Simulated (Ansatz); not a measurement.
# BH5O (B(H2O)H3): levels of theory compared

Wanted: a comparison of 6 runs (UHF/STO-3G, B3LYP/STO-3G, PBE0/STO-3G, UPBE0/STO-3G, UCCSD(T)/STO-3G, FCI/STO-3G) of BH5O (B(H2O)H3). 

The results are computed with Ansatz 0.2.0.

53 further runs of the same task are left out: 53 set aside as unsound or not needed.

## 1. The molecule

BH5O has 7 atoms, charge 0, and is taken as a singlet. As SMILES, `[H]B([H])([H])<-O`. The H4–O2 distance was set to 1.925 Å, away from the relaxed value. At this shape a bond of the SMILES string is far longer than usual.

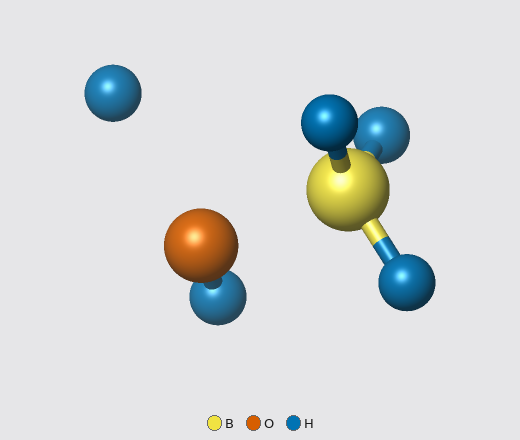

Viewed from a chosen angle; boron yellow, oxygen orange, hydrogen blue.

## 2. The energy at UHF/STO-3G (run 1)

The input, molecule.yaml:

```yaml
crystal:
  periodic: [false, false, false]
  atoms:
    - {symbol: B, position_ang: [-0.317705, -0.967252, -0.882943]}
    - {symbol: O, position_ang: [-0.284685, -1.002202, 0.816677]}
    - {symbol: H, position_ang: [-1.221565, -0.998162, 1.038437]}
    - {symbol: H, position_ang: [0.486320, 0.708910, 1.244780]}
    - {symbol: H, position_ang: [0.824615, -0.924092, -1.184343]}
    - {symbol: H, position_ang: [-0.929765, 0.020768, -1.144243]}
    - {symbol: H, position_ang: [-0.870235, -1.971332, -1.172673]}
basis:
  gaussian:
    orbitals: STO-3G
magnetization:
  spin_polarized: true
hamiltonian:
  xc: hf
accuracy: high
```

On the command line:

```
ansatz run molecule.yaml --threads 1 --pin off --max-ram 2610MiB --events-out events.jsonl --progress --plain --runs-dir runs
```

Log:

```text
Warning: RAYON_NUM_THREADS=1 ignored (pool sized by the plan → 1); use --threads N
Functional definition: HF
  name "HF"
  exchange = exact_x
  correlation = 0
250 factors; integrals over basis functions are off by at most 5.1e-8 eV
mean field evaluation 1: about -2741.1915 eV, gradient 1.4e1 eV
mean field evaluation 2: about -2741.2564 eV, gradient 1.4e1 eV
mean field evaluation 4: about -2743.4892 eV, gradient 1.9e0 eV
mean field evaluation 8: about -2743.5336 eV, gradient 2.3e-2 eV
mean field evaluation 16: about -2744.3128 eV, gradient 4.8e0 eV
mean field evaluation 32: about -2746.9713 eV, gradient 1.1e-1 eV
mean field evaluation 64: about -2747.0166 eV, gradient 6.6e-1 eV
mean field -2747.04606880 eV, -100.9520810137 hartree, gradient 2.7e-8 eV, S^2 0.934102; 5 other end points of the search recorded, 0 dependent functions left out
reference -2747.04606880 eV, -100.9520810137 hartree; 9, 9 occupied and 6, 6 virtual orbitals, 250 factors
Total energy: -2747.04606880 eV, -100.9520810137 hartree
```

It took 0.12 s on 1 thread of Arm Neoverse V2, shared host.

## 3. A single-point energy at B3LYP/STO-3G (run 2)

The input, run.yaml:

```yaml
basis:
  gaussian: {orbitals: STO-3G}
crystal:
  periodic: [false, false, false]
  atoms:
    - {symbol: B, position_ang: [-0.317705, -0.967252, -0.882943]}
    - {symbol: O, position_ang: [-0.284685, -1.002202, 0.816677]}
    - {symbol: H, position_ang: [-1.221565, -0.998162, 1.038437]}
    - {symbol: H, position_ang: [0.486320, 0.708910, 1.244780]}
    - {symbol: H, position_ang: [0.824615, -0.924092, -1.184343]}
    - {symbol: H, position_ang: [-0.929765, 0.020768, -1.144243]}
    - {symbol: H, position_ang: [-0.870235, -1.971332, -1.172673]}
hamiltonian: {xc: {name: B3LYP}}
accuracy: high
```

On the command line:

```
ansatz run run.yaml --threads 1 --pin off --max-ram 2610MiB --events-out events.jsonl --progress --plain --runs-dir runs
```

Log:

```text
Warning: RAYON_NUM_THREADS=1 ignored (pool sized by the plan → 1); use --threads N
Functional definition: B3LYP
  name "B3LYP"
  parameter a0 = 0.2
  parameter ax = 0.72
  parameter ac = 0.81
  exchange = (1 - a0 - ax)*slater_x + ax*b88_x + a0*exact_x
  correlation = (1 - ac)*vwn_rpa_c + ac*lyp_c
250 factors; integrals over basis functions are off by at most 5.1e-8 eV
mean field evaluation 1: about -2761.2186 eV, gradient 1.1e1 eV
mean field evaluation 2: about -2755.2687 eV, gradient 2.8e1 eV
mean field evaluation 4: about -2762.0738 eV, gradient 4.1e0 eV
mean field evaluation 8: about -2762.1414 eV, gradient 3.7e-1 eV
mean field evaluation 16: about -2762.1421 eV, gradient 7.7e-6 eV
mean field -2762.14211310 eV, -101.5068504091 hartree, gradient 2.6e-8 eV, S^2 0.000000; 0 other end points of the search recorded, 0 dependent functions left out
reference -2762.14214042 eV, -101.5068514133 hartree; 9, 9 occupied and 6, 6 virtual orbitals, 250 factors
Total energy: -2762.14214042 eV, -101.5068514133 hartree
```

It took 0.86 s on 1 thread of Arm Neoverse V2, shared host; peak memory 0.092 GiB.

Runs 3 to 4 aren't shown in full; the table further down has their settings and results.

## 4. The energy at UCCSD(T)/STO-3G (run 5)

Changes to molecule.yaml since step 2:

```diff
@@ -15,4 +15,8 @@
   spin_polarized: true
-hamiltonian:
-  xc: hf
+  initial_magnetization: 0
+correlation:
+  method: ccsd_t
+  frozen_orbitals: {B: 1, H: 0, O: 1}
 accuracy: high
+scf:
+  omitted_lower_state_checks: [cluster_reference, increment]
```

On the command line:

```
ansatz run molecule.yaml --threads 1 --pin off --max-ram 2610MiB --events-out events.jsonl --progress --plain --runs-dir runs
```

Log:

```text
Warning: RAYON_NUM_THREADS=1 ignored (pool sized by the plan → 1); use --threads N
[... 13 lines left out ...]
2 core orbitals not correlated: weight in the atoms' cores, before any rotation towards them, 1.000 or more for the frozen orbitals, at most 0.000 for the correlated occupied ones
[... 53 lines left out ...]
Total energy: -2749.98312922 eV, -101.0600159935 hartree
Checks for a lower state left out: cluster_reference, increment
```

Wall time 0.24 s (1 thread of Arm Neoverse V2, shared host).

## 5. A single-point energy at FCI/STO-3G (run 6)

Changes to molecule.yaml since step 4:

```diff
@@ -13,10 +13,5 @@
     orbitals: STO-3G
-magnetization:
-  spin_polarized: true
-  initial_magnetization: 0
 correlation:
-  method: ccsd_t
+  method: fci
   frozen_orbitals: {B: 1, H: 0, O: 1}
 accuracy: high
-scf:
-  omitted_lower_state_checks: [cluster_reference, increment]
```

On the command line:

```
ansatz run molecule.yaml --threads 1 --pin off --max-ram 2610MiB --events-out events.jsonl --progress --plain --runs-dir runs
```

Log, shortened:

```text
Warning: RAYON_NUM_THREADS=1 ignored (pool sized by the plan → 1); use --threads N
[... 2 set-up lines as earlier in the session ...]
[...]
250 factors; integrals over basis functions are off by at most 5.1e-8 eV
[...]
mean field -2743.53357901 eV, -100.8229993949 hartree, gradient 3.7e-8 eV, S^2 0.000000; 0 other end points of the search recorded, 0 dependent functions left out; unrestricted orbitals would lower it
[...]
unrestricted determinant -2747.04606880 eV, -100.9520810136 hartree, S^2 0.9341
2 core orbitals not correlated: weight in the atoms' cores, before any rotation towards them, 1.000 or more for the frozen orbitals, at most 0.000 for the correlated occupied ones
reference -2743.53357901 eV, -100.8229993949 hartree; 7, 7 occupied and 6, 6 virtual orbitals, 250 factors
state -2750.04323251 eV, -101.0622247486 hartree
Total energy: -2750.04323251 eV, -101.0622247486 hartree
```

Run time: 14 s. Hardware: 1 thread of Arm Neoverse V2, shared host; peak memory 0.28 GiB.

## 6. The series

```tsv
run	level	frozen core orbitals	energy (Eh)	wall time
1	UHF/STO-3G	–	-100.952081	0.12 s
2	B3LYP/STO-3G	–	-101.506851	0.86 s
3	PBE0/STO-3G	–	-101.377611	0.88 s
4	UPBE0/STO-3G	–	-101.408017	3.3 s
5	UCCSD(T)/STO-3G	2	-101.060016	0.24 s
6	FCI/STO-3G	2	-101.062225	14 s
```

## 7. Results

```
                                          quantity          value
                               run 6: total energy  -101.06222 Eh
run 6: correlation energy (2 core orbitals frozen)     -239.2 mEh
```

What this shows: Against full CI in this basis: UHF +110.1 mEh; UCCSD(T) +2.2 mEh. Totals of different functionals can't be ranked against each other. In runs 1, 2, 3, 4, 5, 6 the basis is minimal, so the values are rough. Spin contamination of the reference: run 1 ⟨S²⟩ = 0.93, run 5 ⟨S²⟩ = 0.93, run 4 ⟨S²⟩ = 0.74. Where it is this large, the reference is a mixture of spin states, and values that rest on it are in doubt. All runs together took 19 s, the longest 14 s.
